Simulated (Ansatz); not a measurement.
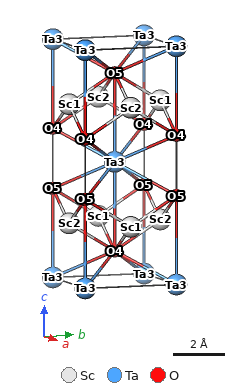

Solid Sc$_{2}$TaO$_{2}$ (a generated structure, set up in I4/mmm) (coarse preliminary run), before the relaxation. The picture is a ball-and-stick view of the conventional cell (2 times the calculation's cell), seen slightly off an axis. Lengths and directions refer to the drawn axes.

All numbers below come from DFT PBE, scalar-relativistic, plane waves, PAW (Ansatz 0.2.0).

Input
```yaml
crystal:
  lattice:
    - [-1.92363495, 1.92363495, 4.76979456]
    - [1.92363495, -1.92363495, 4.76979456]
    - [1.92363495, 1.92363495, -4.76979456]
  atoms:
    - { symbol: Sc, position: [0.75, 0.25, 0.5] }
    - { symbol: Sc, position: [0.25, 0.75, 0.5] }
    - { symbol: Ta, position: [0.0, 0.0, 0.0], spin: 1.0 }
    - { symbol: O, position: [0.62661535, 0.62661535, 0.0] }
    - { symbol: O, position: [0.37338465, 0.37338465, 0.0] }
basis:
  ecutwfc: 420
kpoints:
  mp_grid: { grid: [6, 6, 6] }
hamiltonian:
  xc: pbe
scf:
  occupations: { method: gaussian, width: 0.1 }
  lower_state_search: "off"
output:
  forces: true
  stress: true
  eigenvalues: true
  populations: true
magnetization:
  spin_polarized: true
relax:
  adjacent_minimum: "off"
  f_tol: 0.04
  max_steps: 70
  cell: { stress_tol: 0.4 }
```

Command:
```bash
ansatz run input.yaml --threads 1 --pin off --max-ram 2560MiB --backend cpu --events-out ev --progress --plain --runs-dir out
```

**Where does the relaxation end?**

The energy falls by 4.744 eV per cell of the calculation in 12 accepted moves (14 points after the start). Largest force component: 2.5 eV/Å at the start, 0.001 eV/Å at the end. Pressure: 1.22 GPa at the start and 0.16 GPa at the end. The SCF was repeated twice at an unchanged geometry on a basis and grid sized afresh for the cell, which shifted the energy by 87.3 meV per cell of the calculation at most. The largest moves relative to the cell, 1.64 Å, are those of O4 and O5. O4 goes along +c. Ta and Sc stay in place. The volume changes by +22.2 %, with a = b 3.847 → 4.180 Å (+8.6 %), c 9.540 → 9.876 Å (+3.5 %). Some distances before and after: Ta3–O4 3.562 → 2.050 Å, Ta3–O4 (another image) 2.977 → 4.132 Å, Sc1–Sc2 2.720 → 2.955 Å, Sc1–Ta3 3.064 → 3.235 Å. Bond angles that change, for instance: Sc1–O5–Sc1 117.1° → 157.3°, O4–Sc1–O4 117.1° → 157.3°, Sc1–O5–Sc2 74.2° → 87.8°. The space group stays I4/mmm (No. 139). The program noted that the starting moments weren't kept. The run may lie on a higher electronic state than the lowest, so the end point isn't shown to be the ground-state structure.

Final geometry:

```
Sc Ta O
1.0
    -2.08980    2.08980    4.93798
     2.08980   -2.08980    4.93798
     2.08980    2.08980   -4.93798
Sc Ta O
2 1 2
Direct
  0.75000 0.25000 0.50000
  0.25000 0.75000 0.50000
  0.00000 0.00000 0.00000
  0.79238 0.79238 0.00000
  0.20762 0.20762 0.00000
```

After the run, drawn alike:

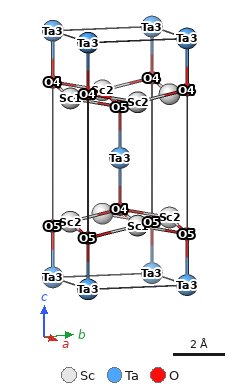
